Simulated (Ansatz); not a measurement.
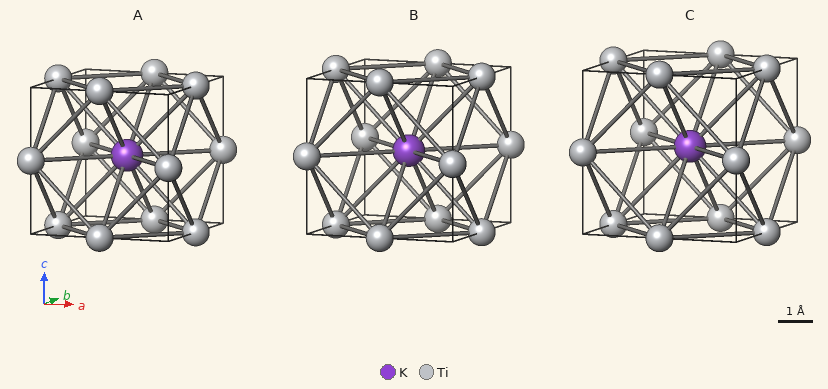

3 geometries from one relaxation of a crystal of KTi3 (a generated structure, set up in Pm-3m) (coarse preliminary run), in shuffled order. The picture is a ball-and-stick view of the cell of the calculation, seen slightly off an axis.

Computed with DFT PBE, scalar-relativistic, plane waves, PAW (Ansatz). (plane-wave cutoff 420 eV; k-point mesh 4 × 4 × 4; occupations gaussian; smearing width 0.1 eV; no spin polarisation; cell and atoms relaxed; force threshold 0.04 eV/Å; at most 70 steps)

Order the frames from highest to lowest energy.

C, B, A. They are steps 0, 1, 4, at +1.210 eV per cell of the calculation, +0.376 eV per cell of the calculation relative to the last. Over 3 accepted moves (4 points after the start) the energy falls by 1.210 eV per cell of the calculation. All forces vanish by symmetry, so only the cell relaxes. Pressure: −9.22 GPa at the start and 0.21 GPa at the end. At 1 point the geometry stayed and the basis and grid were re-selected for the new cell (energy shift of 2.8 meV per cell of the calculation at most each time). No atom moves by more than 0.005 Å relative to the cell. The volume changes by −27.8 %, with a = b = c 4.901 → 4.397 Å (−10.3 %). Near-neighbour distances that change, for instance: K–Ti 3.465 → 3.109 Å, Ti–Ti 3.465 → 3.109 Å. The space group stays Pm-3m (No. 221). The run took 12 s on 1 thread of Intel(R) Xeon(R) Platinum 8259CL CPU @ 2.50GHz (Skylake/Cascade Lake) (shared host), peak memory 0.44 GiB.
